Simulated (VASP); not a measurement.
Band structure of HoBr3 (space group Pm-3m). Calculation: PBE GGA, VASP's PBE PAW potentials (set 64) (plane waves; VASP).

The moments were started parallel, and other spin orders were not tried in this run.

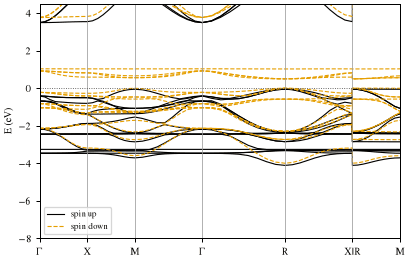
Bands along high-symmetry lines, zero at the valence-band maximum or, without a gap, the Fermi level

**Question.** Read the plot: is there a gap, and where are the band edges?

**Answer.** The gap is direct, 0.49 eV, from the valence maximum at R to the conduction minimum at R.

The structure was generated: HoBr3 was put into an ordered model structure, which need not be its known phase. The cell was not relaxed at this level.
